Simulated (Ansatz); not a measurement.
## CH5FN2OSi: a changed input and its effect

System: CH5FN2OSi, SMILES C=N[Si](N)(O)F.
Method of run 1: RKS wB97X-V/def2-TZVPP (Ansatz 0.2.0).

The geometry comes from this level: PBE0-D4/def2-TZVP. Text and figures count atoms from 1; the logs count them from 0 in places.

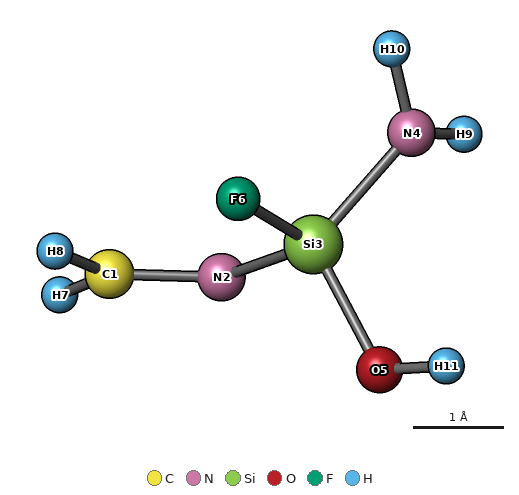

Fig. 1: The structure (ball-and-stick view, seen at a tilt; atoms are numbered from 1 in the order of the input).

Input, run 1:
```yaml
crystal:
  periodic: [false, false, false]
  atoms:
    - {symbol: C, position_ang: [-2.037549, 0.764004, 0.022512]}
    - {symbol: N, position_ang: [-1.160221, -0.038288, 0.430097]}
    - {symbol: Si, position_ang: [0.530412, 0.054807, 0.122746]}
    - {symbol: N, position_ang: [1.167666, -1.309367, -0.655980]}
    - {symbol: O, position_ang: [1.191687, 0.295431, 1.587968]}
    - {symbol: F, position_ang: [0.870535, 1.268789, -0.863282]}
    - {symbol: H, position_ang: [-3.094636, 0.594742, 0.260529]}
    - {symbol: H, position_ang: [-1.823918, 1.660188, -0.578805]}
    - {symbol: H, position_ang: [1.000202, -2.234540, -0.297171]}
    - {symbol: H, position_ang: [1.278043, -1.310056, -1.656286]}
    - {symbol: H, position_ang: [2.143079, 0.197190, 1.648170]}
basis:
  gaussian: {orbitals: def2-TZVPP}
hamiltonian: {xc: {name: wB97X-V}}
output: {orbitals: {seedname: orbitals}}
```

Command:
```bash
ansatz run in.yaml --threads 4 --pin off --events-out ev --progress --plain --max-ram 10444MiB
```

Hardware: 4 threads of Arm Neoverse V2, 23 GiB of memory available, shared host.

Output (run 1):
```
Functional definition: wB97X-V
  parameter omega = 0.3/bohr
  parameter cx = 0.167
  parameter cx1 = 0.603
  parameter cx2 = 1.194
  parameter css0 = 0.556
  parameter css1 = -0.257
  parameter cos0 = 1.219
  parameter cos1 = -1.850
  parameter b = 6.0
  parameter c = 0.01
  exchange = spin_sum(e_x_unif_sr(omega)*poly(b97_u_x, 1 - cx, cx1, cx2)) + cx*exact_x_sr(omega) + exact_x_lr(omega)
  correlation = spin_sum(e_c_pw_same_spin*poly(b97_u_same, css0, css1))
      + integral(e_c_pw_opposite_spin*poly(b97_u_opposite, cos0, cos1)) + vv10(b, c)
1383 factors; their error is unknown
310 factors; integrals over basis functions are off by at most 1.1e-5 eV
mean field evaluation 1: about -16735.0221 eV, gradient 7.5e1 eV
mean field evaluation 2: about -16736.0579 eV, gradient 7.2e1 eV
mean field evaluation 4: about -16744.3244 eV, gradient 3.0e0 eV
mean field evaluation 8: about -16744.3504 eV, gradient 6.4e-2 eV
mean field evaluation 16: about -16744.3662 eV, gradient 1.7e-4 eV
mean field -16744.36615249 eV, -615.3441063649 hartree, gradient 5.5e-5 eV, S^2 0.000000; 0 other end points of the search recorded, 0 dependent functions left out
reference -16744.36615046 eV, -615.3441062904 hartree; 28, 28 occupied and 239, 239 virtual orbitals, 1383 factors
Total energy: -16744.36615046 eV, -615.3441062904 hartree
```

For run 2 the input was changed thus:
```diff
-hamiltonian: {xc: {name: wB97X-V}}
+hamiltonian: {xc: pbe0, dispersion: d4}
```

How does run 2 compare with run 1?

The total energies belong to different models, so their difference says nothing on which is more stable or more accurate. The HOMO goes from −9.65 to −7.20 eV. The LUMO goes from 1.48 to −0.88 eV. On the same kind of shared host run 2 took about 0.4 times as long.

Output (run 2):
```
Functional definition: PBE0
  parameter a = 0.25
  parameter kappa = 0.804
  parameter beta = 0.06672455060314922
  exchange = (1 - a)*pbe_x(kappa = kappa, mu = beta*pi^2/3) + a*exact_x
  correlation = pbe_c(beta = beta)
1383 factors; their error is unknown
mean field evaluation 1: about -16722.0834 eV, gradient 8.9e1 eV
mean field evaluation 2: about -16709.4850 eV, gradient 1.2e2 eV
mean field evaluation 4: about -16735.4781 eV, gradient 7.4e0 eV
mean field evaluation 8: about -16735.5760 eV, gradient 1.6e-1 eV
mean field evaluation 16: about -16735.6143 eV, gradient 2.5e-4 eV
mean field -16735.61428486 eV, -615.0224811620 hartree, gradient 4.7e-5 eV, S^2 0.000000; 0 other end points of the search recorded, 0 dependent functions left out
reference -16735.61431731 eV, -615.0224823543 hartree; 28, 28 occupied and 239, 239 virtual orbitals, 1383 factors
Total energy: -16735.82262107 eV, -615.0301373764 hartree
```

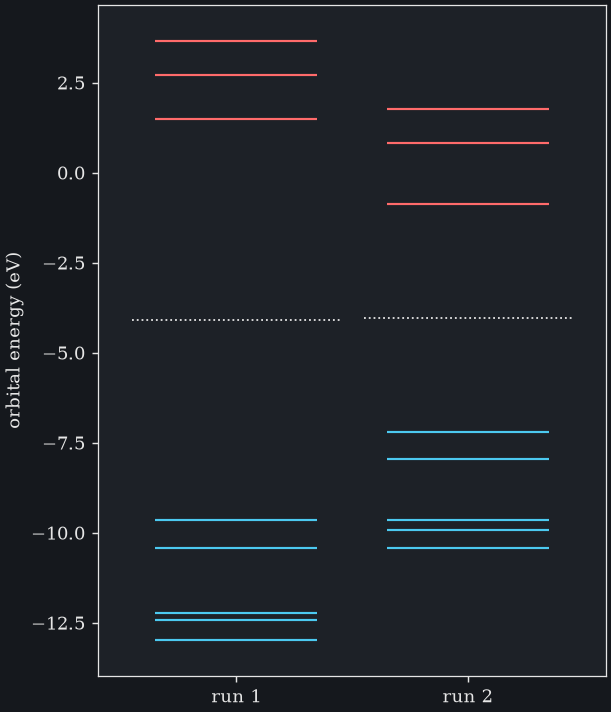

Fig. 2: The five highest filled and three lowest empty orbital energies of the two runs; the dotted lines part filled from empty levels. The HOMO–LUMO gap is 11.13 eV in run 1 and 6.31 eV in run 2.

The two runs side by side:

```csv
quantity,run 1,run 2
outcome,converged,converged
total energy (hartree),−615.344106,−615.030137
HOMO (eV),−9.65,−7.20
LUMO (eV),1.48,−0.88
basis functions,267,267
wall time (shared host),7.5 s,3 s
```
